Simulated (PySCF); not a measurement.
# What a change does: NMR shielding calculation on C$_{2}$H$_{7}$NSi

System: C$_{2}$H$_{7}$NSi, SMILES C=N[SiH2]C.
Method of the first run: GIAO mPW1PW91/pcSseg-2 NMR shielding, non-relativistic, gas phase (PySCF 2.14.0).

The geometry comes from this level: PBE0-D3(BJ)/def2-SVP. Text and figures count atoms from 1; the logs count them from 0 in places.

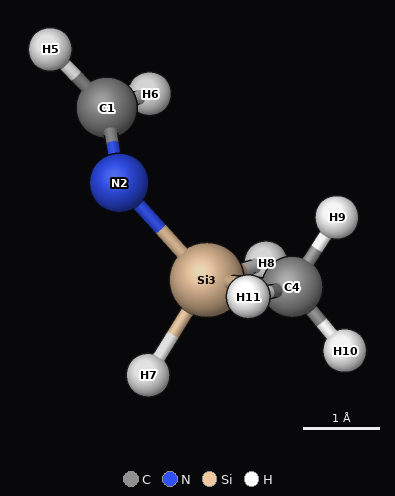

**Figure 1.** The structure (ball-and-stick view, seen at a tilt; atoms are numbered from 1 in the order of the input).

The input, the first run:
```
{"job": {"kind": "nmr", "xc": "mPW1PW91", "basis": "pcSseg-2", "pop": false}, "charge": 0, "multiplicity": 1}
C      2.190306     0.242155     0.309636
N      1.145681     0.527023    -0.336349
Si    -0.258594    -0.519923    -0.506808
C     -1.754797     0.383571     0.158143
H      3.026834     0.964314     0.375237
H      2.357882    -0.717564     0.848203
H     -0.418099    -0.799350    -1.964990
H     -0.060095    -1.824960     0.216296
H     -1.649772     0.572382     1.237443
H     -2.670652    -0.206189    -0.001402
H     -1.870782     1.352117    -0.351193
```

The first line tells a small driver script what to run in PySCF; the rest is the geometry in Å.

Command:
```bash
OMP_NUM_THREADS=1 python <driver script> task.json out
```

Hardware: 1 CPU thread, shared host.

Output (the first run):
```
coarse grid: 9200 points
cycle   1  E = -424.6495194730  dE =  1.040e-01  |g| = 4.799e-01  |ddm| = 2.222e+00
cycle   2  E = -424.5585300426  dE =  9.099e-02  |g| = 7.869e-01  |ddm| = 9.407e-01
cycle   3  E = -424.7005684194  dE = -1.420e-01  |g| = 1.256e-01  |ddm| = 6.658e-01
cycle   4  E = -424.7039134924  dE = -3.345e-03  |g| = 3.152e-02  |ddm| = 7.959e-02
cycle   5  E = -424.7041497568  dE = -2.363e-04  |g| = 4.990e-03  |ddm| = 2.297e-02
cycle   6  E = -424.7041549124  dE = -5.156e-06  |g| = 1.521e-03  |ddm| = 4.473e-03
final grid: 82944 points
cycle   7  E = -424.7105380524  dE = -4.718e-05  |g| = 4.585e-03  |ddm| = 1.993e-02
cycle   8  E = -424.7105353954  dE =  2.657e-06  |g| = 5.650e-03  |ddm| = 6.135e-03
cycle   9  E = -424.7105430704  dE = -7.675e-06  |g| = 9.126e-04  |ddm| = 3.652e-03
cycle  10  E = -424.7105432240  dE = -1.536e-07  |g| = 3.790e-04  |ddm| = 6.975e-04
cycle  11  E = -424.7105432547  dE = -3.074e-08  |g| = 5.086e-05  |ddm| = 2.204e-04
cycle  12  E = -424.7105432553  dE = -5.890e-10  |g| = 1.534e-05  |ddm| = 4.870e-05
converged SCF energy = -424.7105432553

GIAO shielding tensors (ppm)
atom      isotropic    diamagn.    paramagn.     s11        s22        s33       span
  0 C        4.643     250.392    -245.750    -96.607     -7.803    118.337    214.944
  1 N     -168.785     327.687    -496.472   -570.257   -209.928    273.829    844.086
  2 Si     357.347     878.864    -521.516    306.159    356.856    409.027    102.868
  3 C      187.331     245.520     -58.189    180.521    186.592    194.881     14.360
  4 H       22.665      28.227      -5.562     21.802     22.653     23.539      1.737
  5 H       22.518      30.302      -7.784     20.519     22.141     24.895      4.376
  6 H       26.273      29.397      -3.124     24.129     24.551     30.140      6.010
  7 H       26.564      30.304      -3.740     24.143     25.018     30.530      6.387
  8 H       31.074      30.610       0.463     27.334     28.437     37.450     10.117
  9 H       31.131      29.091       2.040     27.658     27.761     37.974     10.316
 10 H       30.534      29.759       0.775     26.826     27.736     37.038     10.211
```

For the second run the input was changed thus:
```diff
-"xc": "mPW1PW91"
+"xc": "PBE0"
```

How does the second run compare with the first run?

The total energies belong to different methods, so their difference says nothing on which is more stable or more accurate. Of all shieldings, the largest change is that of Si3, by +0.9 ppm. The functional changes from mPW1PW91 to PBE0. The number of SCF iterations is the same.

Output (the second run):
```
coarse grid: 9200 points
cycle   1  E = -424.3843255796  dE =  1.040e-01  |g| = 4.716e-01  |ddm| = 2.227e+00
cycle   2  E = -424.2970869369  dE =  8.724e-02  |g| = 7.716e-01  |ddm| = 9.169e-01
cycle   3  E = -424.4336007960  dE = -1.365e-01  |g| = 1.247e-01  |ddm| = 6.420e-01
cycle   4  E = -424.4368719084  dE = -3.271e-03  |g| = 3.128e-02  |ddm| = 7.856e-02
cycle   5  E = -424.4371044664  dE = -2.326e-04  |g| = 5.016e-03  |ddm| = 2.289e-02
cycle   6  E = -424.4371095415  dE = -5.075e-06  |g| = 1.524e-03  |ddm| = 4.492e-03
final grid: 82944 points
cycle   7  E = -424.4438209520  dE = -5.195e-05  |g| = 5.908e-03  |ddm| = 2.093e-02
cycle   8  E = -424.4438161489  dE =  4.803e-06  |g| = 7.396e-03  |ddm| = 8.179e-03
cycle   9  E = -424.4438291042  dE = -1.296e-05  |g| = 1.335e-03  |ddm| = 5.037e-03
cycle  10  E = -424.4438294625  dE = -3.583e-07  |g| = 3.880e-04  |ddm| = 9.112e-04
cycle  11  E = -424.4438294945  dE = -3.204e-08  |g| = 6.222e-05  |ddm| = 2.312e-04
cycle  12  E = -424.4438294953  dE = -7.943e-10  |g| = 1.959e-05  |ddm| = 5.882e-05
converged SCF energy = -424.4438294953

GIAO shielding tensors (ppm)
atom      isotropic    diamagn.    paramagn.     s11        s22        s33       span
  0 C        5.014     250.191    -245.177    -95.552     -8.163    118.757    214.310
  1 N     -168.706     327.784    -496.490   -570.961   -209.028    273.872    844.832
  2 Si     358.227     878.735    -520.508    306.269    357.794    410.618    104.349
  3 C      188.095     245.424     -57.329    181.120    187.406    195.759     14.639
  4 H       22.590      28.241      -5.651     21.715     22.594     23.461      1.746
  5 H       22.435      30.295      -7.860     20.453     22.077     24.777      4.324
  6 H       26.188      29.319      -3.132     24.042     24.461     30.061      6.019
  7 H       26.488      30.207      -3.719     24.063     24.940     30.461      6.398
  8 H       31.029      30.614       0.415     27.264     28.371     37.452     10.188
  9 H       31.084      29.118       1.966     27.581     27.692     37.980     10.398
 10 H       30.483      29.775       0.709     26.751     27.666     37.033     10.282
```

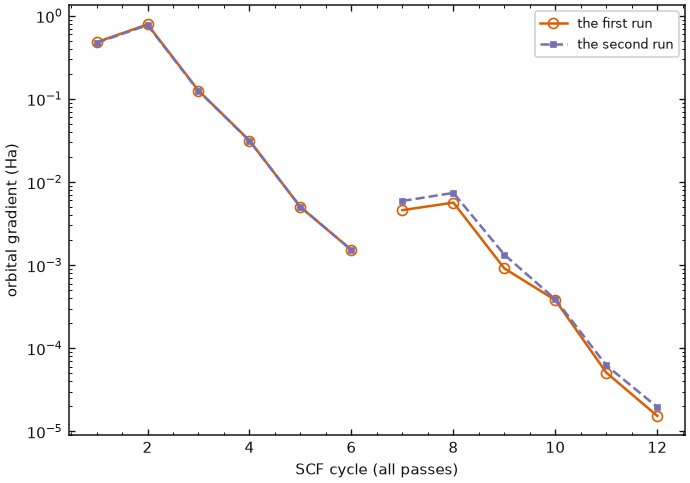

**Figure 2.** Convergence of the two runs: orbital gradient against the SCF cycle. A break in a curve parts two SCF passes (coarse and final grid). The first run takes 12 cycles in all, and the second run takes 12.

The two runs side by side:

```tsv
quantity	the first run	the second run
outcome	converged	converged
total energy (hartree)	−424.710543	−424.443829
HOMO (eV)	−7.10	−7.07
LUMO (eV)	−0.92	−0.91
dipole moment (D)	1.19	1.18
shielding of C1 (ppm)	4.6	5.0
shielding of N2 (ppm)	−168.8	−168.7
shielding of Si3 (ppm)	357.3	358.2
shielding of C4 (ppm)	187.3	188.1
shielding of H6 (ppm)	22.5	22.4
shielding of H7 (ppm)	26.3	26.2
shielding of H8 (ppm)	26.6	26.5
SCF iterations	12	12
basis functions	249	249
wall time (shared host)	21 s	21 s
```
